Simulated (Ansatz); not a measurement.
# Quasi-harmonic thermodynamics of MgS (Niningerite, Fm-3m), part 3 of 4

How much does MgS (Niningerite) expand with temperature?

What experiment has found for this phase:
- heat capacity C_P per formula unit 45.6 J/mol/K near room temperature (given in “High-Throughput Prediction of Finite-Temperature Properties using the Quasi-Harmonic Approximation”, 2016, arXiv:1603.06924)

Ansatz 0.2.0; DFT LDA, scalar-relativistic, plane waves, PAW (the session's first sound run).

So far, isothermal bulk modulus at 298 K (GPa): step 5 (the quasi-harmonic study, functional LDA, q-mesh 2×2×2) 77.0.

### Step 6. The quasi-harmonic study, q-mesh 4×4×4

The study relaxes the crystal at several strains, solves the phonons on some of them and minimises the free energy at each temperature (static energy, vibrations, the electrons in a metal, and PV under a set pressure); the q-mesh sets how far the force constants reach.

File input.yaml:

```yaml
crystal:
  lattice:
    - [0.0, 2.5645181579, 2.5645181579]
    - [2.5645181579, 0.0, 2.5645181579]
    - [2.5645181579, 2.5645181579, 0.0]
  atoms:
    - { symbol: Mg, position: [0.0, 0.0, 0.0] }
    - { symbol: S, position: [0.5, 0.5, 0.5] }
kpoints:
  mp_grid: { grid: [8, 8, 8] }
hamiltonian:
  xc: lda
scf:
  occupations: { method: fixed }
output:
  eigenvalues: true
phonons:
  method: dfpt
  qmesh: [4, 4, 4]
  temperatures: { t_max: 800.0, t_step: 50 }
  thermal_expansion: {}
```

Started as:

```console
> ansatz run input.yaml --threads 4 --pin off --max-ram 16384MiB --backend cpu --events-out ev --progress --plain --runs-dir out
```

Numbers of over 12 decimals in the logs are rounded to 6 here.

The program printed:

```text
[...]
Crystal: 2 atoms, lattice volume = 33.732 Å³
Basis set: ecut = 487.2 eV, 869 PW (Γ), exchange–correlation on 54×54×54 points (8 copies of the dense FFT grid, shifted against one another)
Bands: 12, of which v1, the nominal top of the filled ones, is band 8 counted from 1 (7 counted from 0)
Symmetry: 48 space group operations
[...]
k-points: 29 of 512
[...]
SCF iter   1: F=—  HF=-2774.185761 eV  |F-HF|=—  |Δ(HF+E_count)|=         —  Δρ=6.89e-3  dr2=8.91e-3  ethr=1.77e-3  ⟨swp⟩=5.3  Hψ=1888  notcnv=0  defer=45
[...]
SCF iter   8: F=-2774.179006 eV  HF=-2774.179006 eV  |F-HF|=9.09e-13  |Δ(HF+E_count)|=  1.28e-10  Δρ=2.22e-8  dr2=1.38e-13  ethr=1.00e-12  ⟨swp⟩=7.0  Hψ=1803  notcnv=0
SCF 1 converged in 8 iterations: F = -2774.179006 eV  dr2 = 1.38e-13
[...]
relax step   1: F+E_penalty+E_count = -2774.17900567 eV  Δ(F+E_penalty+E_count) = +0.000e0 eV  max|allowed force component| = 2.375e-30 eV/Å  Δτ_max = 0.0000 Å  (8 SCF iters, accepted)
SCF converged after 8 iterations
Free energy (F): -2774.179006 eV
[...]
Internal energy: -2774.179006 eV  (E = F + TS)
E sigma→0 (E₀):  -2774.179006 eV
Fermi energy:    6.698072 eV
[...]
--- Stress (GPa, compression-positive) ---
        0.006813       0.000000      -0.000000
        0.000000       0.006813       0.000000
       -0.000000      -0.000000       0.006813
  P = ⅓ Tr σ = 0.0068 GPa (0.068 kbar)
--- Band table (eV; the first three rows and the last of 29) ---
  k-point 0: bands = [... 4 lower, -6.2083, 6.6981, 6.6981, 6.6981, 10.5245, 14.4626, 14.4626, 14.4626]
  k-point 1: bands = [... 4 lower, -6.0435, 5.5929, 6.5865, 6.5865, 11.3227, 14.1869, 14.7281, 14.7281]
  k-point 2: bands = [... 4 lower, -5.5946, 3.7321, 6.3449, 6.3449, 11.6209, 14.3781, 14.3781, 15.0714]
  k-point 28: bands = [... 4 lower, -4.2973, 3.2389, 3.2389, 4.1623, 11.9362, 14.5693, 14.5693, 14.7128]
── thermal expansion: 3 new cells, 3 in all ──
thermal expansion: relaxation of cell 2
thermal expansion: relaxation of cell 3
── thermal expansion: 2 new cells, 5 in all ──
thermal expansion: relaxation of cell 4
thermal expansion: lower-state search of cell 4
thermal expansion: phonons of cell 4
thermal expansion: relaxation of cell 5
thermal expansion: phonons of cell 5
── thermal expansion: 5 new cells, 10 in all ──
thermal expansion: relaxation of cell 6
thermal expansion: relaxation of cell 7
thermal expansion: relaxation of cell 8
thermal expansion: relaxation of cell 9
thermal expansion: relaxation of cell 10
thermal expansion: phonons of cell 6
thermal expansion: phonons of cell 7
--- Relaxed structure (1 steps of the walk, 1 accepted, 0 SCFs on fresh bases) ---
  F+E_penalty+E_count = -2774.17900567 eV   max|allowed force component| = 2.375e-30 eV/Å
  atoms:
    - { symbol: Mg, position: [0.0, 0.0, 0.0] }
    - { symbol: S, position: [0.5, 0.5, 0.5] }
--- Thermal expansion: 10 cells in 3 rounds, 0 GPa ---
  no lower state was reached at cell 4
  without vibrations: a 3.62687, b 3.62687, c 3.62687 Å, V 33.7351 Å³, B 83.23 GPa
  at 0 K: a 3.63705, b 3.63705, c 3.63705 Å, V 34.0198 Å³, B 81.26 GPa
  zero-point expansion: a +0.281, b +0.281, c +0.281, V +0.844 %
[...]
0.00    3.63705    3.63705    3.63705    34.0198 |    0.00    0.00    0.00    0.00 |   27.63 |     0.000     0.000 |    81.26    81.26
   100.00    3.63787    3.63787    3.63787    34.0430 |    7.07    7.07    7.07   21.21 |   38.17 |    22.979    22.905 |    80.73    80.99
   200.00    3.64181    3.64181    3.64181    34.1537 |   13.42   13.42   13.42   40.27 |   44.16 |    40.407    39.881 |    78.92    79.96
   298.15    3.64709    3.64709    3.64709    34.3024 |   15.79   15.79   15.79   47.36 |       - |    46.083    45.022 |    76.85    78.66
   350.00    3.65015    3.65015    3.65015    34.3889 |   16.56   16.56   16.56   49.69 |   48.63 |    47.665    46.310 |    75.70    77.92
   450.00    3.65643    3.65643    3.65643    34.5665 |   17.74   17.74   17.74   53.21 |   50.70 |    49.659    47.712 |    73.41    76.40
   550.00    3.66311    3.66311    3.66311    34.7563 |   18.76   18.76   18.76   56.27 |   52.54 |    51.030    48.442 |    71.01    74.80
   650.00    3.67017    3.67017    3.67017    34.9577 |   19.77   19.77   19.77   59.30 |   54.29 |    52.162    48.866 |    68.50    73.12
   750.00    3.67762    3.67762    3.67762    35.1712 |   20.84   20.84   20.84   62.52 |   56.05 |    53.223    49.133 |    65.87    71.35
   800.00    3.68151    3.68151    3.68151    35.2828 |   21.42   21.42   21.42   64.25 |   56.95 |    53.757    49.231 |    64.50    70.43
[...]
vibrations' free energy: its fit passes through its cells
  the electrons' free energy at temperature is not in it: every band gap is over 0.83 eV
  free energies summed between the sampled wave vectors
[...]
band gaps on the cells' k-points are 2.479 to 2.707 eV
```

Run time: 3 min. Hardware: 4 threads of Intel Xeon Platinum 8488C (Sapphire Rapids), shared host; peak memory 0.93 GiB; 11 min of CPU time.

Numbers from this step:

* volume expansion coefficient at 298 K: 47.36 1e-6/K
* C_P at 298 K: 23.04 J/mol-atom/K
* entropy at 298 K: 25.47 J/mol-atom/K
* isothermal bulk modulus at 298 K: 76.85 GPa
* Grüneisen parameter at 298 K: 1.67
* principal linear expansion coefficients at 298 K: 15.79, 15.79, 15.79 1e-6/K

Strained cells of the study; zero-point energy where phonons were solved; the pressures are stresses at a fixed cutoff and can carry an offset from the finite basis. Expansion cells, by row:

| cell | \|a\| (Å) | \|b\| (Å) | \|c\| (Å) | V (Å³/atom) | E - E_lowest (meV/atom) | pressure, compression positive (GPa) | gap (eV) | zero-point energy (meV/atom) |
| --- | --- | --- | --- | --- | --- | --- | --- | --- |
| 1 | 3.627 | 3.627 | 3.627 | 16.87 | 0 | -0.003 | 2.648 | - |
| 2 | 3.656 | 3.656 | 3.656 | 17.27 | 2.445 | -1.898 | 2.599 | - |
| 3 | 3.598 | 3.598 | 3.598 | 16.47 | 2.564 | 2.087 | 2.696 | - |
| 4 | 3.627 | 3.627 | 3.627 | 16.87 | 0 | -0.026 | 2.647 | 42.85 |
| 5 | 3.645 | 3.645 | 3.645 | 17.13 | 0.997 | -1.233 | 2.617 | 41.76 |
| 6 | 3.674 | 3.674 | 3.674 | 17.53 | 6.363 | -2.979 | 2.569 | 40.05 |
| 7 | 3.697 | 3.697 | 3.697 | 17.87 | 14.08 | -4.285 | 2.529 | 38.65 |
| 8 | 3.591 | 3.591 | 3.591 | 16.37 | 3.953 | 2.619 | 2.707 | - |
| 9 | 3.609 | 3.609 | 3.609 | 16.62 | 0.965 | 1.257 | 2.678 | - |
| 10 | 3.727 | 3.727 | 3.727 | 18.3 | 27.66 | -5.763 | 2.479 | - |

Quasi-harmonic; a, b, c are the run's own cell vectors. Expansion, by row:

| T (K) | a (Å) | b (Å) | c (Å) | alpha (deg) | beta (deg) | gamma (deg) | cell volume (Å³/cell) | alpha_a (1e-6/K) | alpha_b (1e-6/K) | alpha_c (1e-6/K) | alpha_V (1e-6/K) | C_P (J/mol-atom/K) | C_V (J/mol-atom/K) | S (J/mol-atom/K) | B_T (GPa) | B_S (GPa) | Grueneisen | extrapolation | fit error (1e-6/K) |
| --- | --- | --- | --- | --- | --- | --- | --- | --- | --- | --- | --- | --- | --- | --- | --- | --- | --- | --- | --- |
| 0 | 3.637 | 3.637 | 3.637 | 60 | 60 | 60 | 34.02 | 0 | 0 | 0 | 0 | 0 | 0 | 0 | 81.26 | 81.26 | - | 0 | 0 |
| 50 | 3.637 | 3.637 | 3.637 | 60 | 60 | 60 | 34.02 | 1.43 | 1.43 | 1.43 | 4.29 | 2.871 | 2.87 | 0.873 | 81.21 | 81.23 | 1.245 | 0 | 0 |
| 100 | 3.638 | 3.638 | 3.638 | 60 | 60 | 60 | 34.04 | 7.07 | 7.07 | 7.07 | 21.21 | 11.49 | 11.45 | 5.554 | 80.73 | 80.99 | 1.532 | 0 | 0 |
| 150 | 3.64 | 3.64 | 3.64 | 60 | 60 | 60 | 34.09 | 11.12 | 11.12 | 11.12 | 33.35 | 17.14 | 17 | 11.4 | 79.89 | 80.53 | 1.609 | 0 | 0.01 |
| 200 | 3.642 | 3.642 | 3.642 | 60 | 60 | 60 | 34.15 | 13.42 | 13.42 | 13.42 | 40.27 | 20.2 | 19.94 | 16.79 | 78.92 | 79.96 | 1.639 | 0 | 0.01 |
| 250 | 3.644 | 3.644 | 3.644 | 60 | 60 | 60 | 34.23 | 14.84 | 14.84 | 14.84 | 44.53 | 21.97 | 21.57 | 21.5 | 77.88 | 79.32 | 1.657 | 0 | 0.01 |
| 298.1 | 3.647 | 3.647 | 3.647 | 60 | 60 | 60 | 34.3 | 15.79 | 15.79 | 15.79 | 47.36 | 23.04 | 22.51 | 25.47 | 76.85 | 78.66 | 1.67 | 0 | 0.01 |
| 300 | 3.647 | 3.647 | 3.647 | 60 | 60 | 60 | 34.31 | 15.82 | 15.82 | 15.82 | 47.45 | 23.07 | 22.54 | 25.61 | 76.81 | 78.63 | 1.67 | 0 | 0.01 |
| 350 | 3.65 | 3.65 | 3.65 | 60 | 60 | 60 | 34.39 | 16.56 | 16.56 | 16.56 | 49.69 | 23.83 | 23.16 | 29.23 | 75.7 | 77.92 | 1.682 | 0 | 0.01 |
| 400 | 3.653 | 3.653 | 3.653 | 60 | 60 | 60 | 34.48 | 17.18 | 17.18 | 17.18 | 51.55 | 24.39 | 23.57 | 32.45 | 74.57 | 77.17 | 1.693 | 0 | 0.01 |
| 450 | 3.656 | 3.656 | 3.656 | 60 | 60 | 60 | 34.57 | 17.74 | 17.74 | 17.74 | 53.21 | 24.83 | 23.86 | 35.35 | 73.41 | 76.4 | 1.704 | 0 | 0.02 |
| 500 | 3.66 | 3.66 | 3.66 | 60 | 60 | 60 | 34.66 | 18.25 | 18.25 | 18.25 | 54.76 | 25.2 | 24.07 | 37.99 | 72.22 | 75.61 | 1.715 | 0 | 0.02 |
| 550 | 3.663 | 3.663 | 3.663 | 60 | 60 | 60 | 34.76 | 18.76 | 18.76 | 18.76 | 56.27 | 25.52 | 24.22 | 40.4 | 71.01 | 74.8 | 1.726 | 0 | 0.02 |
| 600 | 3.667 | 3.667 | 3.667 | 60 | 60 | 60 | 34.86 | 19.26 | 19.26 | 19.26 | 57.77 | 25.81 | 24.34 | 42.63 | 69.77 | 73.97 | 1.738 | 0 | 0.02 |
| 650 | 3.67 | 3.67 | 3.67 | 60 | 60 | 60 | 34.96 | 19.77 | 19.77 | 19.77 | 59.3 | 26.08 | 24.43 | 44.71 | 68.5 | 73.12 | 1.75 | 0 | 0.02 |
| 700 | 3.674 | 3.674 | 3.674 | 60 | 60 | 60 | 35.06 | 20.29 | 20.29 | 20.29 | 60.87 | 26.35 | 24.51 | 46.65 | 67.2 | 72.24 | 1.762 | 0 | 0.02 |
| 750 | 3.678 | 3.678 | 3.678 | 60 | 60 | 60 | 35.17 | 20.84 | 20.84 | 20.84 | 62.52 | 26.61 | 24.57 | 48.48 | 65.87 | 71.35 | 1.775 | 0 | 0.02 |
| 800 | 3.682 | 3.682 | 3.682 | 60 | 60 | 60 | 35.28 | 21.42 | 21.42 | 21.42 | 64.25 | 26.88 | 24.61 | 50.21 | 64.5 | 70.43 | 1.789 | 0 | 0.04 |

Expansion coefficient against temperature; values in 1e-6/K:

| temperature (K) | volume | principal 1 |
| --- | --- | --- |
| 0 | 0 | 0 |
| 50 | 4.29 | 1.43 |
| 100 | 21.2 | 7.07 |
| 150 | 33.4 | 11.1 |
| 200 | 40.3 | 13.4 |
| 250 | 44.5 | 14.8 |
| 298 | 47.4 | 15.8 |
| 300 | 47.5 | 15.8 |
| 350 | 49.7 | 16.6 |
| 400 | 51.5 | 17.2 |
| 450 | 53.2 | 17.7 |
| 500 | 54.8 | 18.2 |
| 550 | 56.3 | 18.8 |
| 600 | 57.8 | 19.3 |
| 650 | 59.3 | 19.8 |
| 700 | 60.9 | 20.3 |
| 750 | 62.5 | 20.8 |
| 800 | 64.2 | 21.4 |

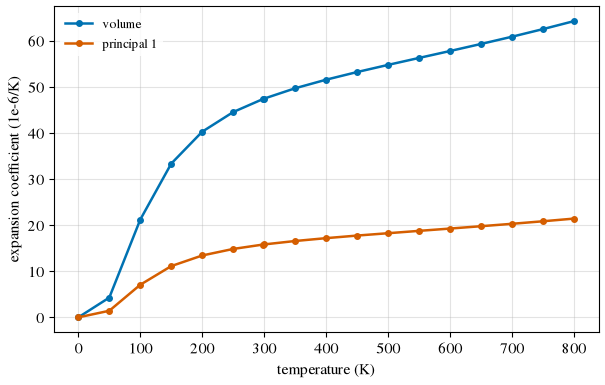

Expansion coefficient, plotted against temperature.

Changing the q-mesh (2×2×2 → 4×4×4) takes the volume expansion at 298 K from 46.2 to 47.4 × 10⁻⁶/K and B_T from 77.0 to 76.8 GPa.

### Step 7. Relaxing at another setting

The functional, the potentials or the cutoff change, so the crystal is relaxed again at the new setting.

This step: DFT PBE, scalar-relativistic, plane waves, PAW (Ansatz 0.2.0).

input.yaml, the sections that differ from step 6:

```yaml
hamiltonian:
  xc: pbe
output:
  forces: true
  stress: true
  eigenvalues: true
relax:
  adjacent_minimum: "off"
  f_tol: 0.001
  max_steps: 60
  cell: { stress_tol: 0.01 }
# crystal, kpoints, scf: as in step 6
# phonons: removed
```

The program printed:

```text
[...]
Crystal: 2 atoms, lattice volume = 33.732 Å³
Basis set: ecut = 420 eV, 645 PW (Γ), exchange–correlation on 50×50×50 points (8 copies of the dense FFT grid, shifted against one another)
Bands: 12, of which v1, the nominal top of the filled ones, is band 8 counted from 1 (7 counted from 0)
Symmetry: 48 space group operations
[...]
k-points: 29 of 512
[...]
SCF iter   1: F=—  HF=-2828.720009 eV  |F-HF|=—  |Δ(HF+E_count)|=         —  Δρ=4.71e-4  dr2=3.87e-5  ethr=1.77e-3  ⟨swp⟩=5.4  Hψ=1881  notcnv=0  defer=44
[...]
SCF iter   7: F=-2828.719476 eV  HF=-2828.719476 eV  |F-HF|=1.60e-8  |Δ(HF+E_count)|=   1.33e-7  Δρ=6.39e-6  dr2=2.20e-8  ethr=6.25e-10  ⟨swp⟩=6.6  Hψ=1801  notcnv=0
SCF 1 converged in 7 iterations: F = -2828.719476 eV  dr2 = 2.20e-8
[...]
relax step   1: F+E_penalty+E_count = -2828.71947630 eV  Δ(F+E_penalty+E_count) = +0.000e0 eV  max|allowed force component| = 3.969e-30 eV/Å  Δτ_max = 0.0000 Å  P = +4.863 GPa  Ω = 33.732 Å³  (7 SCF iters, dr2 threshold 1.00e-7 eV, accepted)
Crystal: 2 atoms, lattice volume = 35.286 Å³
Basis set: ecut = 420 eV, 701 PW (Γ), exchange–correlation on 50×50×50 points (8 copies of the dense FFT grid, shifted against one another)
[...]
SCF iter   5: F=-2828.747237 eV  HF=-2828.747237 eV  |F-HF|=1.35e-8  |Δ(HF+E_count)|=   6.38e-9  Δρ=7.81e-6  dr2=1.61e-8  ethr=1.25e-9  ⟨swp⟩=6.9  Hψ=1799  notcnv=0
SCF 2 converged in 5 iterations: F = -2828.747237 eV  dr2 = 1.61e-8
relax step   2: F+E_penalty+E_count = -2828.74723691 eV  Δ(F+E_penalty+E_count) = -2.776e-2 eV  max|allowed force component| = 2.210e-30 eV/Å  Δτ_max = 0.0000 Å  P = +1.015 GPa  Ω = 35.286 Å³  energy of the carried Pulay correction = -4.547e-5 eV  (5 SCF iters, dr2 threshold 2.00e-7 eV, accepted)
Crystal: 2 atoms, lattice volume = 35.719 Å³
Basis set: ecut = 420 eV, 725 PW (Γ), exchange–correlation on 50×50×50 points (8 copies of the dense FFT grid, shifted against one another)
[...]
SCF iter   4: F=-2828.748698 eV  HF=-2828.748698 eV  |F-HF|=1.06e-8  |Δ(HF+E_count)|=   1.29e-7  Δρ=8.77e-6  dr2=2.38e-8  ethr=1.25e-9  ⟨swp⟩=6.9  Hψ=1835  notcnv=0
SCF 3 converged in 4 iterations: F = -2828.748698 eV  dr2 = 2.38e-8
relax step   3: F+E_penalty+E_count = -2828.74869834 eV  Δ(F+E_penalty+E_count) = -1.461e-3 eV  max|allowed force component| = 1.302e-29 eV/Å  Δτ_max = 0.0000 Å  P = +0.084 GPa  Ω = 35.719 Å³  energy of the carried Pulay correction = -5.780e-5 eV  (4 SCF iters, dr2 threshold 2.00e-7 eV, accepted)
[...]
relax step   4: F+E_penalty+E_count = -2828.74870783 eV  Δ(F+E_penalty+E_count) = -9.489e-6 eV  max|allowed force component| = 1.657e-29 eV/Å  Δτ_max = 0.0000 Å  P = +0.002 GPa  Ω = 35.759 Å³  energy of the carried Pulay correction = -5.892e-5 eV  (3 SCF iters, dr2 threshold 1.76e-8 eV, accepted)
[...]
SCF iter   6: F=-2828.748763 eV  HF=-2828.748763 eV  |F-HF|=9.09e-13  |Δ(HF+E_count)|=  3.46e-11  Δρ=3.60e-8  dr2=3.61e-13  ethr=1.00e-12  ⟨swp⟩=7.0  Hψ=1778  notcnv=0
SCF 5 converged in 6 iterations: F = -2828.748763 eV  dr2 = 3.61e-13
relax step   5: F+E_penalty+E_count = -2828.74876253 eV  Δ(F+E_penalty+E_count) = -5.471e-5 eV  max|allowed force component| = 9.335e-30 eV/Å  Δτ_max = 0.0000 Å  P = +0.002 GPa  Ω = 35.759 Å³  stress off target by 1.85e-3 GPa  SCF on the basis re-selected at this cell (its energy is not comparable with the rows above)  (6 SCF iters)
[...]
SCF converged after 6 iterations
Free energy (F): -2828.748763 eV
[...]
Internal energy: -2828.748763 eV  (E = F + TS)
E sigma→0 (E₀):  -2828.748763 eV
Fermi energy:    6.214436 eV
[...]
--- Stress (GPa, compression-positive) ---
        0.001854      -0.000000      -0.000000
       -0.000000       0.001854      -0.000000
       -0.000000      -0.000000       0.001854
  P = ⅓ Tr σ = 0.0019 GPa (0.019 kbar)
--- Band table (eV; the first three rows and the last of 29) ---
  k-point 0: bands = [... 4 lower, -6.3658, 6.2144, 6.2144, 6.2144, 9.8179, 14.1400, 14.1400, 14.1400]
  k-point 1: bands = [... 4 lower, -6.2176, 5.1786, 6.1166, 6.1166, 10.6241, 13.8202, 14.3792, 14.3792]
  k-point 2: bands = [... 4 lower, -5.8176, 3.4491, 5.9028, 5.9028, 11.1190, 13.9914, 13.9914, 14.4220]
  k-point 28: bands = [... 4 lower, -4.6956, 3.0594, 3.0594, 3.9032, 11.4070, 14.1237, 14.1237, 14.2157]
--- Relaxed structure (4 steps of the walk, 4 accepted, 1 SCFs on fresh bases) ---
[...]
cell:  # Å, volume = 35.7591 Å³
    - [0, 2.614882, 2.614882]
    - [2.614882, 0, 2.614882]
    - [2.614882, 2.614882, 0]
  atoms:
    - { symbol: Mg, position: [0, 0, 0] }
    - { symbol: S, position: [0.500000, 0.500000, 0.500000] }
```

It took 1.1 s on 4 threads; peak memory 0.36 GiB; 3.2 s of CPU time.

The steps of the relaxation:

| step | energy less that of the first step (eV) | largest force component (eV/Å) | pressure (GPa) | volume (Å³) |
| --- | --- | --- | --- | --- |
| 1 | 0.0000 | 0.0000 | 4.86 | 33.73 |
| 2 | -0.0278 | 0.0000 | 1.01 | 35.29 |
| 3 | -0.0292 | 0.0000 | 0.08 | 35.72 |
| 4 | -0.0292 | 0.0000 | 0.00 | 35.76 |
| 5* | -0.0293 | 0.0000 | 0.00 | 35.76 |

Relaxation steps marked * repeat the geometry before them on a plane-wave basis chosen anew for their cell, so energy and pressure can jump there.

The run keeps the 48 symmetry operations that it works with, so distortions that break them were not tested.

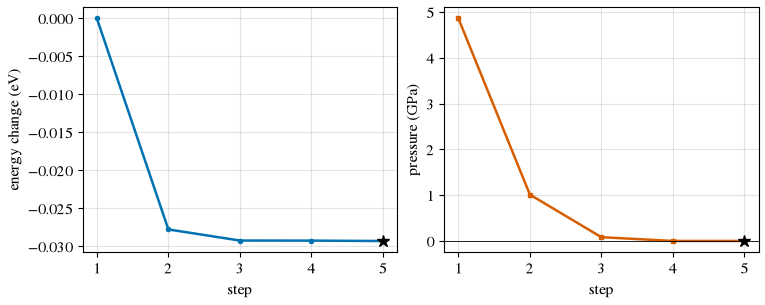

Energy and pressure along the relaxation. Stars mark steps on a basis chosen anew.

| conventional cell, symmetrised | before | after | change |
| --- | --- | --- | --- |
| a (Å) | 5.129 | 5.230 | +2.0 % |
| b (Å) | 5.129 | 5.230 | +2.0 % |
| c (Å) | 5.129 | 5.230 | +2.0 % |
| volume (Å³/atom) | 16.87 | 17.88 | +6.0 % |

Final coordinates:

```xyz
2
Lattice="0.0000 2.6149 2.6149 2.6149 0.0000 2.6149 2.6149 2.6149 0.0000" Properties=species:S:1:pos:R:3 pbc="T T T"
Mg    0.0000    0.0000    0.0000
S     2.6149    2.6149    2.6149
```

This step gave:

| Item | Value |
| --- | --- |
| pressure | 0.001854 GPa |
| gap on the k-mesh | 2.757 eV |
| volume per atom | 17.88 Å³ |

The residual pressure is 0.0019 GPa, small enough for phonons.

### Step 8. The quasi-harmonic study, q-mesh 4×4×4 (run 2)

Thermal expansion follows from how the free energy of the vibrations (and of the electrons in a metal) changes with strain, so the program makes strained cells, their phonons and a fit in one run.

input.yaml, the sections that differ from step 7:

```yaml
crystal:
  lattice:
    - [0.0, 2.6148822043, 2.6148822043]
    - [2.6148822043, 0.0, 2.6148822043]
    - [2.6148822043, 2.6148822043, 0.0]
  atoms:
    - { symbol: Mg, position: [0.0, 0.0, 0.0] }
    - { symbol: S, position: [0.5, 0.5, 0.5] }
output:
  eigenvalues: true
phonons:
  method: dfpt
  qmesh: [4, 4, 4]
  temperatures: { t_max: 800.0, t_step: 50 }
  thermal_expansion: {}
# kpoints, hamiltonian, scf: as in step 7
# relax: removed
```

The program printed:

```text
[...]
Crystal: 2 atoms, lattice volume = 35.759 Å³
Basis set: ecut = 487.2 eV, 893 PW (Γ), exchange–correlation on 54×54×54 points (8 copies of the dense FFT grid, shifted against one another)
Bands: 12, of which v1, the nominal top of the filled ones, is band 8 counted from 1 (7 counted from 0)
Symmetry: 48 space group operations
[...]
vibrations' free energy: its fit leaves 0.0009 meV an atom at the most
  the electrons' free energy at temperature is not in it: every band gap is over 0.83 eV
  free energies summed between the sampled wave vectors
[...]
the FFT grids of the static calculations differ: 27 × 27 × 27, 30 × 30 × 30
  band gaps on the cells' k-points are 2.559 to 2.820 eV
[key lines of the parts left out:]
SCF converged after 9 iterations
Free energy (F): -2828.749041 eV
Fermi energy:    6.214374 eV
P = ⅓ Tr σ = 0.0000 GPa (0.000 kbar)
```

It took 4 min on 4 threads; peak memory 0.97 GiB; 15 min of CPU time.

Strained cells of the study; zero-point energy where phonons were solved; the pressures are stresses at a fixed cutoff and can carry an offset from the finite basis. Expansion cells, by row:

| cell | \|a\| (Å) | \|b\| (Å) | \|c\| (Å) | V (Å³/atom) | E - E_lowest (meV/atom) | pressure, compression positive (GPa) | gap (eV) | zero-point energy (meV/atom) |
| --- | --- | --- | --- | --- | --- | --- | --- | --- |
| 1 | 3.698 | 3.698 | 3.698 | 17.88 | 0 | -0.006 | 2.757 | - |
| 2 | 3.728 | 3.728 | 3.728 | 18.31 | 2.32 | -1.689 | 2.706 | - |
| 3 | 3.669 | 3.669 | 3.669 | 17.46 | 2.397 | 1.851 | 2.808 | - |
| 4 | 3.698 | 3.698 | 3.698 | 17.88 | 0 | -0.02 | 2.757 | 40.24 |
| 5 | 3.717 | 3.717 | 3.717 | 18.15 | 0.938 | -1.093 | 2.725 | 39.17 |
| 6 | 3.739 | 3.739 | 3.739 | 18.48 | 4.409 | -2.292 | 2.686 | 37.88 |
| 7 | 3.76 | 3.76 | 3.76 | 18.79 | 9.773 | -3.315 | 2.649 | 36.7 |
| 8 | 3.78 | 3.78 | 3.78 | 19.1 | 17.14 | -4.268 | 2.613 | 35.52 |
| 9 | 3.662 | 3.662 | 3.662 | 17.36 | 3.724 | 2.331 | 2.82 | - |
| 10 | 3.68 | 3.68 | 3.68 | 17.62 | 0.909 | 1.12 | 2.789 | - |
| 11 | 3.81 | 3.81 | 3.81 | 19.56 | 31.3 | -5.535 | 2.559 | - |

Changing the level of theory (LDA → PBE) takes the volume expansion at 298 K from 47.4 to 56.2 × 10⁻⁶/K and B_T from 76.8 to 67.0 GPa.

(Part 3 of 4 ends here.)

[Logs are printed without paths, hosts, clocks, repeated set-up lines and the standing remarks that a program may print on its own settings, such as how far it seeks lower states.]

[Hosts, paths, dates, database ids (printed as entryN), source tags and the programs' standing remarks are cut or masked in the printed files.]

[A step with changed settings may run another functional than the one named; its input shows which.]

[Pressures of single members of a volume series are the stress at the run's cutoff; with an incomplete basis they can lie off −dE/dV of the same runs, and they are not shown converged.]
